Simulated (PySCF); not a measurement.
SMILES [Cl][AlH2] (H2AlCl) at its PBE0/def2-SVP optimised geometry (Å):

```
4

Al    -0.3037    -0.2879     0.0000
H     -1.2105    -1.5813     0.0000
H      1.2759    -0.2879     0.0000
Cl    -1.2759     1.5813     0.0000
```

Computed with PBE0/def2-TZVP (PySCF).

Map of the log10 of the electron density (e/bohr³), floored at −4 on the plane z = 0.6 Å:

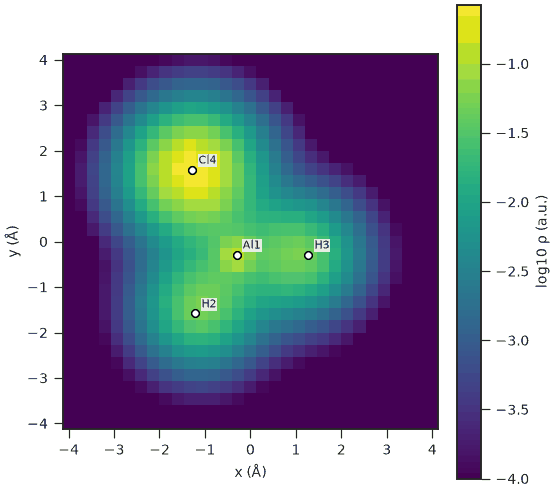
Figure. Log10 of the electron density (e/bohr³), floored at −4 on the plane z = 0.6 Å.
